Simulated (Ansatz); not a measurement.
# Run report: BH$_{2}$ClF$_{2}$, nudged elastic band

BH$_{2}$ClF$_{2}$, computed with RKS B3LYP-D4/def2-SVP (Ansatz 0.2.0).

It belongs to a series of runs on one base structure; here: band between the two ends. Figures and captions count atoms from 1; the log counts them from 0 in places.

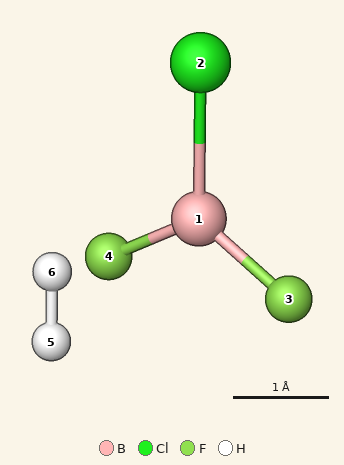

Fig. 1: The structure as given in the input (ball-and-stick view, seen at a tilt; atoms are numbered from 1 in the order of the input). Bond lengths as drawn: B–Cl 1.75 Å, B–F 1.31 Å and H–H 0.76 Å.

### Input file
```yaml
crystal:
  periodic: [false, false, false]
  atoms:
    - { symbol: B, position_ang: [-0.012489, 0.465404, 0.154069] }
    - { symbol: Cl, position_ang: [-0.032134, 0.94806, 1.839251] }
    - { symbol: F, position_ang: [1.125553, 0.318396, -0.484615] }
    - { symbol: F, position_ang: [-1.136492, 0.261529, -0.493802] }
    - { symbol: H, position_ang: [0.111493, -2.466155, 0.500973] }
    - { symbol: H, position_ang: [0.061871, -2.197836, 1.210423] }
basis:
  gaussian: { orbitals: def2-SVP }
hamiltonian:
  xc: b3lyp
  dispersion: d4
neb:
  order_check: false
  images: 7
  f_tol: 0.05
  max_iterations: 60
  final_atoms:
    - { symbol: B, position_ang: [0.00452494, -0.33014102, -0.57112802] }
    - { symbol: Cl, position_ang: [-0.03885884, -0.10338077, 2.52820747] }
    - { symbol: F, position_ang: [1.13870186, 0.32780201, -0.69318182] }
    - { symbol: F, position_ang: [-1.12040664, 0.33485589, -0.73211558] }
    - { symbol: H, position_ang: [-0.00157924, -1.51876962, -0.39743912] }
    - { symbol: H, position_ang: [0.13541992, -1.38096849, 2.59195607] }
  initial_path:
    images:
      - { positions_ang: [[-0.012489, 0.465404, 0.154069], [-0.032134, 0.94806, 1.839251], [1.125553, 0.318396, -0.484615], [-1.136492, 0.261529, -0.493802], [0.111493, -2.466155, 0.500973], [0.061871, -2.197836, 1.210423]] }
      - { positions_ang: [[-0.00921068, 0.35140803, 0.11790077], [-0.0269778, 0.7017224, 1.93415552], [1.13099488, 0.24580745, -0.52447887], [-1.1370752, 0.20082123, -0.53455714], [0.10019026, -2.20274815, 0.48813157], [0.05988054, -1.96761296, 1.24514715]] }
      - { positions_ang: [[-0.00593236, 0.23741206, 0.08173255], [-0.02182161, 0.45538479, 2.02906004], [1.13643677, 0.17321891, -0.56434274], [-1.1376584, 0.14011346, -0.57531228], [0.08888752, -1.93934129, 0.47529014], [0.05789007, -1.73738992, 1.2798713]] }
      - { positions_ang: [[-0.00265403, 0.12341609, 0.04556432], [-0.01666541, 0.20904719, 2.12396456], [1.14187865, 0.10063036, -0.60420661], [-1.1382416, 0.07940569, -0.61606743], [0.07758478, -1.67593444, 0.46244871], [0.05589961, -1.50716688, 1.31459544]] }
      - { positions_ang: [[0.00062429, 0.00942011, 0.00939609], [-0.01150921, -0.03729042, 2.21886908], [1.14732054, 0.02804181, -0.64407048], [-1.1388248, 0.01869792, -0.65682257], [0.06628205, -1.41252759, 0.44960728], [0.05390914, -1.27694384, 1.34931959]] }
      - { positions_ang: [[0.00159945, -0.07547017, -0.13573494], [-0.01834662, -0.05381301, 2.29620368], [1.14516587, 0.10298186, -0.65634831], [-1.13422026, 0.09773741, -0.67564582], [0.04931672, -1.43908809, 0.23784568], [0.07428684, -1.30295001, 1.65997871]] }
      - { positions_ang: [[0.00257461, -0.16036045, -0.28086596], [-0.02518402, -0.07033559, 2.37353828], [1.1430112, 0.17792191, -0.66862615], [-1.12961572, 0.17677691, -0.69446908], [0.0323514, -1.4656486, 0.02608408], [0.09466453, -1.32895617, 1.97063783]] }
      - { positions_ang: [[0.00354978, -0.24525074, -0.42599699], [-0.03202143, -0.08685818, 2.45087287], [1.14085653, 0.25286196, -0.68090399], [-1.12501118, 0.2558164, -0.71329233], [0.01538608, -1.49220911, -0.18567752], [0.11504222, -1.35496233, 2.28129695]] }
      - { positions_ang: [[0.00452494, -0.33014102, -0.57112802], [-0.03885884, -0.10338077, 2.52820747], [1.13870186, 0.32780201, -0.69318182], [-1.12040664, 0.33485589, -0.73211558], [-0.00157924, -1.51876962, -0.39743912], [0.13541992, -1.38096849, 2.59195607]] }
```

Launched with:
```bash
ansatz run input.yaml --threads 1 --pin off --max-ram 2048MiB --backend cpu --events-out ev --progress --plain --runs-dir out
```

### What the program printed
```
Engine: ansatz 0.2.0, x86_64-unknown-linux-gnu
Functional definition: B3LYP
  parameter a0 = 0.2
  parameter ax = 0.72
  parameter ac = 0.81
  exchange = (1 - a0 - ax)*slater_x + ax*b88_x + a0*exact_x
  correlation = (1 - ac)*vwn_rpa_c + ac*lyp_c
721 factors; integrals over basis functions are off by at most 4.1e-4 eV
mean field evaluation 1: about -18658.8639 eV, gradient 3.6e1 eV
mean field evaluation 2: about -18656.7442 eV, gradient 5.3e1 eV
mean field evaluation 4: about -18660.7684 eV, gradient 5.0e-1 eV
mean field evaluation 8: about -18660.8102 eV, gradient 7.2e-2 eV
mean field -18660.81019984 eV, -685.7721260926 hartree, gradient 9.1e-6 eV, S^2 0.000000; 0 other end points of the search recorded, 0 dependent functions left out
the calculation of the forces begins
reference -18660.81039388 eV, -685.7721332236 hartree; 21, 21 occupied and 49, 49 virtual orbitals, 721 factors
726 factors; integrals over basis functions are off by at most 1.0e-3 eV
mean field evaluation 16: about -18658.4791 eV, gradient 3.4e1 eV
mean field -18660.27092742 eV, -685.7523081967 hartree, gradient 7.0e-5 eV, S^2 0.000000; 0 other end points of the search recorded, 0 dependent functions left out
[... from here on the field's lines of each further geometry are left out, up to the last ...]
NEB iter   1: max|band force component| = 6.841e0 eV/Å  barrier→ = 3.0214 eV  barrier← = 2.4597 eV  Δτ_max = 0.1964 Å  (224 SCF iters)
NEB iter   2: max|band force component| = 2.853e0 eV/Å  barrier→ = 1.9397 eV  barrier← = 1.3780 eV  Δτ_max = 0.1938 Å  (229 SCF iters)
NEB iter   3: max|band force component| = 6.497e0 eV/Å  barrier→ = 1.6980 eV  barrier← = 1.1364 eV  Δτ_max = 0.1051 Å  (207 SCF iters)
NEB iter   4: max|band force component| = 1.022e0 eV/Å  barrier→ = 1.7012 eV  barrier← = 1.1396 eV  Δτ_max = 0.1808 Å  (198 SCF iters)
NEB iter   5: max|band force component| = 6.988e-1 eV/Å  barrier→ = 1.6863 eV  barrier← = 1.1247 eV  Δτ_max = 0.2000 Å  (202 SCF iters)
NEB iter   6: max|band force component| = 8.531e0 eV/Å  barrier→ = 1.9746 eV  barrier← = 1.4129 eV  Δτ_max = 0.1002 Å  (207 SCF iters)
NEB iter   7: max|band force component| = 3.985e0 eV/Å  barrier→ = 1.6671 eV  barrier← = 1.1055 eV  Δτ_max = 0.2000 Å  (198 SCF iters)
NEB iter   8: max|band force component| = 7.600e0 eV/Å  barrier→ = 1.8392 eV  barrier← = 1.2776 eV  Δτ_max = 0.0996 Å  (202 SCF iters)
NEB iter   9: max|band force component| = 2.827e0 eV/Å  barrier→ = 1.5943 eV  barrier← = 1.0326 eV  Δτ_max = 0.1835 Å  (201 SCF iters)
NEB iter  10: max|band force component| = 1.621e1 eV/Å  barrier→ = 2.6112 eV  barrier← = 2.0496 eV  Δτ_max = 0.0977 Å  (203 SCF iters)
NEB iter  11: max|band force component| = 6.652e0 eV/Å  barrier→ = 1.4462 eV  barrier← = 0.8845 eV  Δτ_max = 0.1949 Å  (198 SCF iters)
NEB iter  12: max|band force component| = 2.443e0 eV/Å  barrier→ = 1.6704 eV  barrier← = 1.1087 eV  Δτ_max = 0.1447 Å  (202 SCF iters)
NEB iter  13: max|band force component| = 4.024e0 eV/Å  barrier→ = 1.6505 eV  barrier← = 1.0888 eV  Δτ_max = 0.0779 Å  (204 SCF iters)
NEB iter  14: max|band force component| = 1.516e0 eV/Å  barrier→ = 1.6530 eV  barrier← = 1.0913 eV  Δτ_max = 0.1457 Å  (192 SCF iters)
NEB iter  15: max|band force component| = 4.375e0 eV/Å  barrier→ = 1.6662 eV  barrier← = 1.1045 eV  Δτ_max = 0.0726 Å  (205 SCF iters)
NEB iter  16: max|band force component| = 2.398e0 eV/Å  barrier→ = 1.6632 eV  barrier← = 1.1015 eV  Δτ_max = 0.0756 Å  (196 SCF iters)
NEB iter  17: max|band force component| = 1.728e0 eV/Å  barrier→ = 1.6644 eV  barrier← = 1.1027 eV  Δτ_max = 0.0379 Å  (196 SCF iters)
NEB iter  18: max|band force component| = 7.332e-1 eV/Å  barrier→ = 1.6642 eV  barrier← = 1.1025 eV  Δτ_max = 0.0706 Å  (193 SCF iters)
NEB iter  19: max|band force component| = 1.850e0 eV/Å  barrier→ = 1.6640 eV  barrier← = 1.1023 eV  Δτ_max = 0.0364 Å  (191 SCF iters)
NEB iter  20: max|band force component| = 8.292e-1 eV/Å  barrier→ = 1.6604 eV  barrier← = 1.0987 eV  Δτ_max = 0.0371 Å  (205 SCF iters)
NEB iter  21: max|band force component| = 1.813e-1 eV/Å  barrier→ = 1.6640 eV  barrier← = 1.1024 eV  CI = image 4  Δτ_max = 0.0721 Å  (199 SCF iters)
NEB iter  22: max|band force component| = 1.226e0 eV/Å  barrier→ = 1.6642 eV  barrier← = 1.1025 eV  CI = image 4  Δτ_max = 0.0356 Å  (178 SCF iters)
NEB iter  23: max|band force component| = 5.228e-1 eV/Å  barrier→ = 1.6642 eV  barrier← = 1.1025 eV  CI = image 4  Δτ_max = 0.0264 Å  (163 SCF iters)
NEB iter  24: max|band force component| = 4.781e-1 eV/Å  barrier→ = 1.6642 eV  barrier← = 1.1025 eV  CI = image 4  Δτ_max = 0.0703 Å  (159 SCF iters)
NEB iter  25: max|band force component| = 9.014e-1 eV/Å  barrier→ = 1.6642 eV  barrier← = 1.1025 eV  CI = image 4  Δτ_max = 0.0360 Å  (165 SCF iters)
NEB iter  26: max|band force component| = 6.740e-1 eV/Å  barrier→ = 1.6642 eV  barrier← = 1.1025 eV  CI = image 4  Δτ_max = 0.0363 Å  (167 SCF iters)
NEB iter  27: max|band force component| = 1.755e0 eV/Å  barrier→ = 1.6642 eV  barrier← = 1.1025 eV  CI = image 4  Δτ_max = 0.0179 Å  (171 SCF iters)
NEB iter  28: max|band force component| = 9.817e-1 eV/Å  barrier→ = 1.6642 eV  barrier← = 1.1025 eV  CI = image 4  Δτ_max = 0.0359 Å  (168 SCF iters)
NEB iter  29: max|band force component| = 2.892e-1 eV/Å  barrier→ = 1.6642 eV  barrier← = 1.1025 eV  CI = image 4  Δτ_max = 0.0722 Å  (163 SCF iters)
NEB iter  30: max|band force component| = 3.751e0 eV/Å  barrier→ = 1.6642 eV  barrier← = 1.1025 eV  CI = image 4  Δτ_max = 0.0325 Å  (172 SCF iters)
NEB iter  31: max|band force component| = 1.833e0 eV/Å  barrier→ = 1.6642 eV  barrier← = 1.1025 eV  CI = image 4  Δτ_max = 0.0700 Å  (145 SCF iters)
NEB iter  32: max|band force component| = 3.781e-1 eV/Å  barrier→ = 1.6642 eV  barrier← = 1.1025 eV  CI = image 4  Δτ_max = 0.0702 Å  (157 SCF iters)
NEB iter  33: max|band force component| = 1.207e0 eV/Å  barrier→ = 1.6642 eV  barrier← = 1.1025 eV  CI = image 4  Δτ_max = 0.0359 Å  (168 SCF iters)
NEB iter  34: max|band force component| = 9.626e-1 eV/Å  barrier→ = 1.6642 eV  barrier← = 1.1025 eV  CI = image 4  Δτ_max = 0.0360 Å  (159 SCF iters)
NEB iter  35: max|band force component| = 5.836e-1 eV/Å  barrier→ = 1.6642 eV  barrier← = 1.1025 eV  CI = image 4  Δτ_max = 0.0357 Å  (164 SCF iters)
NEB iter  36: max|band force component| = 1.030e0 eV/Å  barrier→ = 1.6642 eV  barrier← = 1.1025 eV  CI = image 4  Δτ_max = 0.0179 Å  (160 SCF iters)
NEB iter  37: max|band force component| = 2.132e-1 eV/Å  barrier→ = 1.6642 eV  barrier← = 1.1025 eV  CI = image 4  Δτ_max = 0.0357 Å  (168 SCF iters)
NEB iter  38: max|band force component| = 2.766e-1 eV/Å  barrier→ = 1.6642 eV  barrier← = 1.1025 eV  CI = image 4  Δτ_max = 0.0179 Å  (157 SCF iters)
NEB iter  39: max|band force component| = 9.692e-2 eV/Å  barrier→ = 1.6642 eV  barrier← = 1.1025 eV  CI = image 4  Δτ_max = 0.0317 Å  (150 SCF iters)
NEB iter  40: max|band force component| = 7.664e-1 eV/Å  barrier→ = 1.6642 eV  barrier← = 1.1025 eV  CI = image 4  Δτ_max = 0.0154 Å  (141 SCF iters)
NEB iter  41: max|band force component| = 2.659e-1 eV/Å  barrier→ = 1.6642 eV  barrier← = 1.1025 eV  CI = image 4  Δτ_max = 0.0168 Å  (138 SCF iters)
NEB iter  42: max|band force component| = 5.965e-2 eV/Å  barrier→ = 1.6642 eV  barrier← = 1.1025 eV  CI = image 4  Δτ_max = 0.0318 Å  (139 SCF iters)
NEB iter  43: max|band force component| = 1.360e0 eV/Å  barrier→ = 1.6642 eV  barrier← = 1.1025 eV  CI = image 4  Δτ_max = 0.0158 Å  (155 SCF iters)
NEB iter  44: max|band force component| = 7.931e-1 eV/Å  barrier→ = 1.6642 eV  barrier← = 1.1025 eV  CI = image 4  Δτ_max = 0.0158 Å  (162 SCF iters)
NEB iter  45: max|band force component| = 4.256e-1 eV/Å  barrier→ = 1.6642 eV  barrier← = 1.1025 eV  CI = image 4  Δτ_max = 0.0159 Å  (174 SCF iters)
NEB iter  46: max|band force component| = 3.871e-1 eV/Å  barrier→ = 1.6642 eV  barrier← = 1.1025 eV  CI = image 4  Δτ_max = 0.0079 Å  (172 SCF iters)
NEB iter  47: max|band force component| = 2.871e-1 eV/Å  barrier→ = 1.6642 eV  barrier← = 1.1025 eV  CI = image 4  Δτ_max = 0.0040 Å  (150 SCF iters)
NEB iter  48: max|band force component| = 1.004e-1 eV/Å  barrier→ = 1.6642 eV  barrier← = 1.1025 eV  CI = image 4  Δτ_max = 0.0079 Å  (134 SCF iters)
NEB iter  49: max|band force component| = 1.438e-1 eV/Å  barrier→ = 1.6642 eV  barrier← = 1.1025 eV  CI = image 4  Δτ_max = 0.0040 Å  (139 SCF iters)
NEB iter  50: max|band force component| = 1.485e-1 eV/Å  barrier→ = 1.6642 eV  barrier← = 1.1025 eV  CI = image 4  Δτ_max = 0.0020 Å  (132 SCF iters)
the calculation of the forces begins
reference -18660.24474516 eV, -685.7513460166 hartree; 21, 21 occupied and 49, 49 virtual orbitals, 725 factors
722 factors; integrals over basis functions are off by at most 1.0e-3 eV
mean field evaluation 2368: about -18659.1410 eV, gradient 1.1e-5 eV
mean field -18659.14102612 eV, -685.7107850897 hartree, gradient 1.1e-5 eV, S^2 0.000000; 1 other end points of the search recorded, 0 dependent functions left out
the calculation of the forces begins
reference -18659.14120695 eV, -685.7107917352 hartree; 21, 21 occupied and 49, 49 virtual orbitals, 722 factors
NEB iter  51: max|band force component| = 4.989e-2 eV/Å  barrier→ = 1.6642 eV  barrier← = 1.1025 eV  CI = image 4  Δτ_max = 0.0000 Å  (308 SCF iters)
```

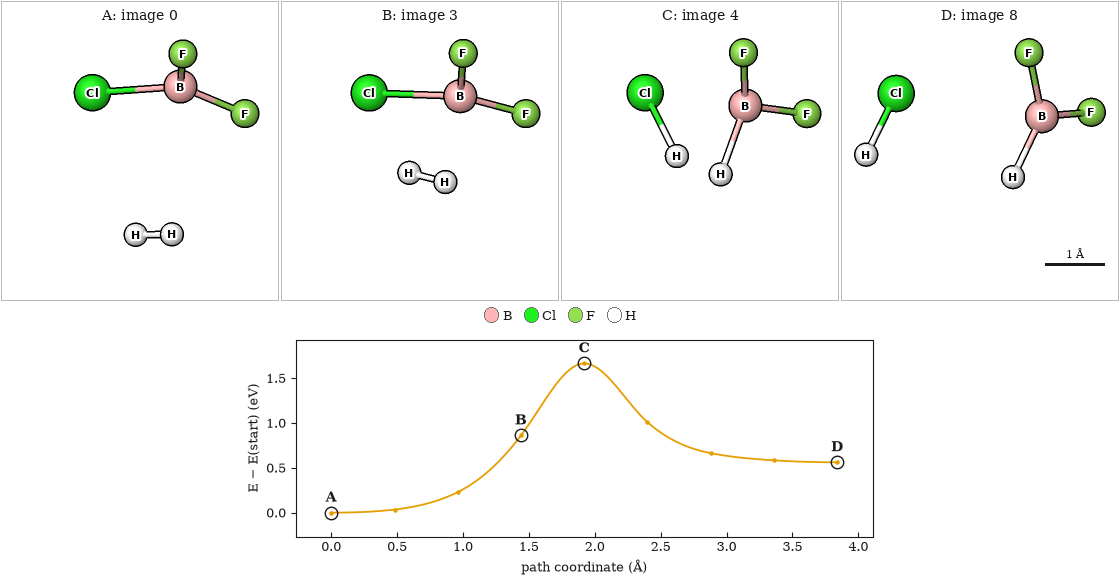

Fig. 2: Images of the last band (counted from 0; ball-and-stick, seen at a tilt) above the energy along the path; the line is a cubic interpolation that uses the forces. The highest image is number 4, 1.664 eV above the start and 1.103 eV above the end (the climbing image); the end lies 0.562 eV above the start. The path is 3.84 Å long. The band converged in 51 iterations.

```
Total energy: -18659.28712774 eV, -685.7161542253 hartree
Atom 0 at     0.016872    -0.285271     0.041203 Å, force    -0.000000     0.000009     0.000011 eV/Å
Atom 1 at    -0.002193     0.160250     2.110629 Å, force    -0.000000     0.000004    -0.000001 eV/Å
Atom 2 at     1.163863     0.129394    -0.475573 Å, force    -0.000001    -0.000002    -0.000002 eV/Å
Atom 3 at    -1.146725     0.068400    -0.483721 Å, force     0.000001    -0.000002    -0.000002 eV/Å
Atom 4 at     0.050537    -1.594767     0.292350 Å, force     0.000000    -0.000001     0.000003 eV/Å
Atom 5 at     0.035447    -1.148608     1.241411 Å, force     0.000000    -0.000008    -0.000009 eV/Å
Dipole moment:     0.009628    -0.376326     0.087632 e Å
this run last wrote the band of iteration 51 to [file]
```

### The last band as extended XYZ (Å, eV, eV/Å)
```
6
Properties=species:S:1:pos:R:3:forces:R:3 image=0 energy=-18660.95114
B    -0.0125    0.4654    0.1541   -0.0018   0.0047  -0.0038
Cl   -0.0321    0.9481    1.8393    0.0015  -0.0087  -0.0209
F     1.1256    0.3184   -0.4846    0.0087   0.0049   0.0108
F    -1.1365    0.2615   -0.4938   -0.0085   0.0041   0.0093
H     0.1115   -2.4662    0.5010    0.0007  -0.0037  -0.0110
H     0.0619   -2.1978    1.2104   -0.0006  -0.0013   0.0156
6
Properties=species:S:1:pos:R:3:forces:R:3 image=1 energy=-18660.91608
B    -0.0053    0.3228    0.1836   -0.0057   0.0660   0.0143
Cl   -0.0286    0.8086    1.8706   -0.0003   0.0673  -0.0196
F     1.1347    0.1942   -0.4560    0.0018   0.0331  -0.0074
F    -1.1296    0.1264   -0.4667   -0.0017   0.0313  -0.0086
H     0.0875   -2.1918    0.4411    0.0029  -0.0901   0.0041
H     0.0592   -1.9309    1.1537    0.0031  -0.1077   0.0171
6
Properties=species:S:1:pos:R:3:forces:R:3 image=2 energy=-18660.72115
B     0.0012    0.1638    0.2122   -0.0092   0.3257   0.0363
Cl   -0.0217    0.6074    1.9284   -0.0036   0.3058  -0.1415
F     1.1381    0.1094   -0.4489    0.0184   0.0812   0.0695
F    -1.1245    0.0376   -0.4579   -0.0310   0.0762   0.0569
H     0.0687   -1.9359    0.3940    0.0112  -0.3460   0.0015
H     0.0559   -1.6530    1.0985    0.0142  -0.4430  -0.0228
6
Properties=species:S:1:pos:R:3:forces:R:3 image=3 energy=-18660.09066
B     0.0090   -0.0587    0.1951   -0.0340   1.0275   0.6847
Cl   -0.0117    0.3775    2.0064   -0.0220   0.7777  -0.3897
F     1.1492    0.0887   -0.4627   -0.0590  -0.1008   0.1075
F    -1.1327    0.0195   -0.4721    0.0641  -0.0971   0.1080
H     0.0585   -1.7145    0.3656    0.0146  -0.5060   0.2015
H     0.0455   -1.3831    1.0940    0.0363  -1.1012  -0.7120
6
Properties=species:S:1:pos:R:3:forces:R:3 image=4 energy=-18659.28695
B     0.0169   -0.2853    0.0412    0.0000   0.0000   0.0000
Cl   -0.0022    0.1603    2.1106    0.0000   0.0000   0.0000
F     1.1639    0.1294   -0.4756    0.0000   0.0000   0.0000
F    -1.1467    0.0684   -0.4837    0.0000   0.0000   0.0000
H     0.0505   -1.5948    0.2923    0.0000   0.0000   0.0000
H     0.0354   -1.1486    1.2414    0.0000   0.0000   0.0000
6
Properties=species:S:1:pos:R:3:forces:R:3 image=5 energy=-18659.94160
B     0.0204   -0.3980   -0.1969    0.0099  -0.3656  -0.7025
Cl    0.0044    0.0216    2.2838    0.0039  -0.2326   0.4408
F     1.1545    0.1973   -0.4963   -0.0299   0.1177  -0.1131
F    -1.1371    0.1471   -0.5025    0.0253   0.1190  -0.1129
H     0.0453   -1.5766    0.1243    0.0003   0.0344  -0.3689
H     0.0303   -1.0620    1.5139   -0.0095   0.3272   0.8565
6
Properties=species:S:1:pos:R:3:forces:R:3 image=6 energy=-18660.28743
B     0.0200   -0.3955   -0.3717    0.0005  -0.0117  -0.1132
Cl    0.0092   -0.0474    2.5157   -0.0001  -0.0058   0.1394
F     1.1430    0.2538   -0.5827   -0.0077   0.0189  -0.0676
F    -1.1253    0.2123   -0.5861    0.0072   0.0192  -0.0676
H     0.0408   -1.5604   -0.0627    0.0000   0.0031  -0.0962
H     0.0301   -1.1334    1.8138    0.0001  -0.0238   0.2053
6
Properties=species:S:1:pos:R:3:forces:R:3 image=7 energy=-18660.36763
B     0.0162   -0.3531   -0.4794   -0.0012   0.0054  -0.0222
Cl    0.0162   -0.0701    2.5650   -0.0001   0.0045   0.0085
F     1.1348    0.3140   -0.6651    0.0003   0.0079  -0.0189
F    -1.1272    0.2719   -0.6613    0.0008   0.0067  -0.0186
H     0.0386   -1.5282   -0.2254   -0.0006   0.0041  -0.0275
H     0.0392   -1.3050    2.1925    0.0007  -0.0286   0.0787
6
Properties=species:S:1:pos:R:3:forces:R:3 image=8 energy=-18660.38947
B     0.0045   -0.3301   -0.5711   -0.0025  -0.0003   0.0025
Cl   -0.0389   -0.1034    2.5282   -0.0007  -0.0058   0.0001
F     1.1387    0.3278   -0.6932    0.0013  -0.0001  -0.0009
F    -1.1204    0.3349   -0.7321    0.0017  -0.0008  -0.0015
H    -0.0016   -1.5188   -0.3974   -0.0009   0.0017  -0.0017
H     0.1354   -1.3810    2.5920    0.0011   0.0052   0.0014
```

### Results in brief

```json
{"quantity": "outcome", "value": "converged"}
{"quantity": "barrier, forward", "value": "1.664 eV"}
{"quantity": "barrier, backward", "value": "1.103 eV"}
{"quantity": "hardware", "value": "1 thread of Intel Xeon (Granite Rapids), 192 GiB of memory available, shared host"}
{"quantity": "wall time", "value": "6.3 min"}
{"quantity": "peak memory", "value": "0.15 GiB"}
```

The order of the saddle point was not checked.
